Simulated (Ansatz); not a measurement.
Converging the plane-wave cutoff: ScGe (Cm, 4 atoms in the cell)

```
ScGe
1.0
    2.01086    -5.06599     0.00000
    2.01086     5.06599     0.00000
    0.00000     0.00000     3.78627
Sc Ge
2 2
Direct
  0.86301   0.13699   0.76321
  0.13699   0.86301   0.25000
  0.58951   0.41049   0.75000
  0.41049   0.58951   0.25000
```

Computed with PBEsol, default PAW files made with PBE (plane waves; Ansatz, a first-principles code).

Base settings: basis.ecutwfc = 420 eV; kpoints.mp_grid.grid = 5 5 5; hamiltonian.xc = pbesol; hamiltonian.pseudopotentials = {kind: paw} (the program's default PAW files); scf.occupations.method = gaussian; scf.occupations.width = 0.1 eV.

The second cell is the first with its lattice scaled by 0.98.

The mesh stays at the base's, so the ladder's end is converged at best in this setting alone.

The first pressure column holds Ansatz's estimate of the finite-basis (Pulay) stress, which hides part of the cutoff error; the other is without it.

Only quantities that move along the ladder and can be compared are tabulated.

The count of work is k-points × plane waves × bands × iterations; it is no time. 

The starting cell comes from a database of computed structures (which also holds hypothetical and non-ambient phases and stackings), without a prior relaxation at this level. Its lattice was rescaled by up to half a per cent. One atom was moved a little off its site on purpose. In the base run, with a pressure of about -3 GPa the cell is away from its equilibrium volume at this level. Without a gap this mesh is coarse (it stands for a supercell whose shortest vector is 19 Å).

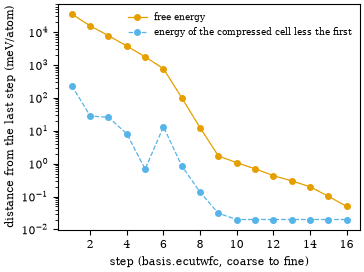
*Distance from the last step along the ladder; very small values are drawn at a floor.*

```tsv
basis.ecutwfc	free energy less the last step's (meV/atom)	energy of the compressed cell less the first (meV/atom)	pressure (GPa)	pressure without the Pulay estimate (GPa)	largest difference of a force vector from the last step's (eV/Å)	count of work / last
145 eV	35398.46	229.96	-10.52	-961.52	3.287	0.085
170 eV	15472.92	-33.02	-7.07	-498.40	0.946	0.091
190 eV	7795.24	-30.37	-5.99	-291.73	0.360	0.11
210 eV	3790.42	3.33	-2.31	-166.53	0.215	0.11
230 eV	1770.65	-4.08	-2.89	-92.06	0.157	0.13
250 eV	775.16	8.46	-3.02	-48.51	0.131	0.14
295 eV	100.63	-3.90	-3.43	-11.48	0.016	0.16
335 eV	12.38	-4.63	-3.41	-4.67	0.007	0.19
380 eV	1.72	-4.73	-3.42	-3.51	0.001	0.23
420 eV	1.06	-4.75	-3.42	-3.45	0.000	0.27
460 eV	0.70	-4.75	-3.43	-3.45	0.000	0.31
505 eV	0.43	-4.75	-3.43	-3.44	0.000	0.35
565 eV	0.30	-4.75	-3.42	-3.43	0.000	0.42
630 eV	0.20	-4.75	-3.43	-3.43	0.000	0.49
735 eV	0.10	-4.76	-3.43	-3.43	0.000	0.62
840 eV	0.05	-4.76	-3.43	-3.43	0.000	0.76
1010 eV	0.00	-4.76	-3.43	-3.43	0.000	1.0
```

Coarsest basis.ecutwfc that holds the pressure without the Pulay estimate within 1 GPa of the last step, with all finer ones: 380 eV, at 0.23 of the last step's count of work; the step before is off by 1.2 GPa.

Coarsest basis.ecutwfc that holds the free energy within 2 meV/atom of the last step, with all finer ones: 380 eV, at 0.23 of the last step's count of work; the step before is off by 12 meV/atom.

Coarsest basis.ecutwfc that holds the forces within 0.01 eV/Å of the last step, with all finer ones: 335 eV, at 0.19 of the last step's count of work; the step before is off by 0.016 eV/Å.

The energy difference between the two cells stays within 1 meV/atom of the last step's from 295 eV on, the total only from 460 eV on: much of the error is common to both cells and cancels.

At the lowest cutoff the pressure without the Pulay estimate lies 958 GPa under the last step's, the usual sign of Pulay stress in an incomplete plane-wave basis.

Keys are those of Ansatz 0.2.
